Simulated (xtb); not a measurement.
## Run report: CF4, polarizability calculation

- system: CF4, SMILES FC(F)(F)F
- method: PTB (xtb 6.7.1 later snapshot)

The geometry comes from this level: PBE0-D4/def2-TZVP.

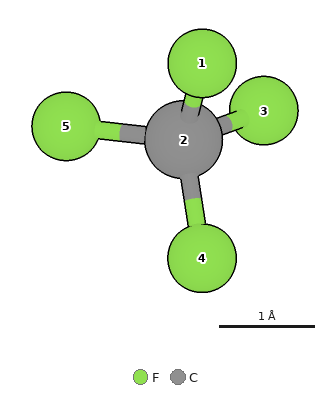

Figure 1. The structure (ball-and-stick view, seen at a tilt; atoms are numbered from 1 in the order of the input). Bond lengths as drawn: C–F 1.32 Å.

Input (mol.xyz):
```
5
start
F     -0.85010000     0.02530000     0.98950000
C      0.01000000    -0.01470000    -0.00830000
F      1.15750000    -0.50130000     0.42010000
F     -0.46400000    -0.78600000    -0.96620000
F      0.19660000     1.20300000    -0.47670000
```

Run on 1 thread of Arm Neoverse N1, 24 GiB of memory available, shared host.

Launched with:
```bash
xtb mol.xyz --ptb --alpha --parallel 1 > run.log 2> xtb.err
```

What the program printed:
```
* xtb version 6.7.1
   ID    Z sym.   atoms
    1    9 F      1, 3-5
    2    6 C      2

           -------------------------------------------------
          |                Calculation Setup                |
           -------------------------------------------------

          program call               : xtb mol.xyz --ptb --alpha --parallel 1
          coordinate file            : mol.xyz
          omp threads                :                     1

           -------------------------------------------------
          |                      P T B                      |
           -------------------------------------------------

                              @@@ @

          ...................................................
          :                      SETUP                      :
          :.................................................:
          :  # atomic orbitals                  65          :
          :  # shells                           25          :
          :  # electrons                        32          :
          :  # open shells                       0          :
          :  max. iterations                     2          :
          :  Hamiltonian                       PTB          :
          :  PC potential                    false          :
          :  electronic temp.          300.0000000     K    :
          :  -> integral cutoff          0.2500000E+02      :
          :  verbosity level                     2          :
          ...................................................

          --- Calculation progress: ---
              1st iteration...
              2nd iteration...
          --- Two-step SCF done. ---

           -------------------------------------------------
          |                Property Printout                |
           -------------------------------------------------

    * Orbital Energies and Occupations

         #    Occupation            Energy/Eh            Energy/eV
      -------------------------------------------------------------
         1        2.0000           -1.5919661             -43.3196
       ...           ...                  ...                  ...
         4        2.0000           -1.3859956             -37.7149
         5        2.0000           -0.9462056             -25.7476
         6        2.0000           -0.7891452             -21.4737
         7        2.0000           -0.7891036             -21.4726
         8        2.0000           -0.7890414             -21.4709
         9        2.0000           -0.6338102             -17.2469
        10        2.0000           -0.6337153             -17.2443
        11        2.0000           -0.5803115             -15.7911
        12        2.0000           -0.5802988             -15.7907
        13        2.0000           -0.5802938             -15.7906
        14        2.0000           -0.5610034             -15.2657
        15        2.0000           -0.5609284             -15.2636
        16        2.0000           -0.5608747             -15.2622 (HOMO)
        17                          0.2181125               5.9351 (LUMO)
        18                          0.2181464               5.9361
        19                          0.2182036               5.9376
        20                          0.2849029               7.7526
        21                          0.4365497              11.8791
        22                          0.4365599              11.8794
        23                          0.5372387              14.6190
        24                          0.5372425              14.6191
        25                          0.5372499              14.6193
        26                          0.6654601              18.1081
        27                          0.6654629              18.1082
       ...                                ...                  ...
        65                        137.0778842            3730.0791
      -------------------------------------------------------------
                  HL-Gap            0.7789872 Eh           21.1973 eV
             Fermi-level            0.0000000 Eh            0.0000 eV

    * Atomic partial charges (q)     Shell populations (p)
    ------------------------------------------------------------------------------------
      #  sym   q                     1          2          3          4          5
    ------------------------------------------------------------------------------------
      1  F    -0.03388               1.27703    0.44237    3.95081    1.30437    0.05931
      2  C     0.13556               0.46089    0.14815    1.77769    0.51365    0.96407
      3  F    -0.03389               1.27704    0.44238    3.95078    1.30438    0.05931
      4  F    -0.03397               1.27704    0.44238    3.95082    1.30442    0.05930
      5  F    -0.03382               1.27704    0.44237    3.95075    1.30436    0.05930
    ------------------------------------------------------------------------------------
      total:   0.00000

Wiberg/Mayer (AO) data.
largest (>0.10) Wiberg bond orders for each atom

 ---------------------------------------------------------------------------
     #   Z sym  total        # sym  WBO       # sym  WBO       # sym  WBO
 ---------------------------------------------------------------------------
     1   9      1.149 --     2      1.068
     2   6      4.272 --     1      1.068     5      1.068     3      1.068
                             4      1.068
     3   9      1.149 --     2      1.068
     4   9      1.149 --     2      1.068
     5   9      1.149 --     2      1.068
 ---------------------------------------------------------------------------

Topologies differ in total number of bonds
Writing topology from bond orders to xtbtopo.mol

 --------------------------------------
    Molecular dipole moment (a.u.)
    X        Y        Z
 --------------------------------------
    0.0001   0.0004   0.0001
 --------------------------------------
    Total dipole moment (a.u. / Debye):
    0.0004   0.0010

 --------------------------------------
    Molecular quadrupole tensor: (a.u.)
         X         Y         Z
    X    0.0006
    Y   -0.0001   -0.0002
    Z   -0.0002   -0.0016   -0.0004

 --------------------------------------
    Numerical polarizability tensor: (a.u.)
         X         Y         Z
    X   14.5085    0.0002    0.0003
    Y    0.0002   14.5088   -0.0010
    Z    0.0003   -0.0010   14.5090
 --------------------------------------
    Total isotropic dipole polarizability (a.u. / Å³):
   14.5087   2.1500

------------------------------------------------------------------------
------------------------------------------------------------------------
 total:
 *  cpu-time:     0 d,  0 h,  0 min,  0.029 sec
 * ratio c/w:     0.999 speedup
 SCF:
 *  cpu-time:     0 d,  0 h,  0 min,  0.027 sec
 * ratio c/w:     0.999 speedup
```

Standard error:
```
normal termination of xtb
```

Results in brief:

- outcome: converged
- electrons treated: 32
- HOMO: −15.26 eV
- LUMO: 5.94 eV
- dipole moment: 0.00 D
- peak memory: 0.077 GiB
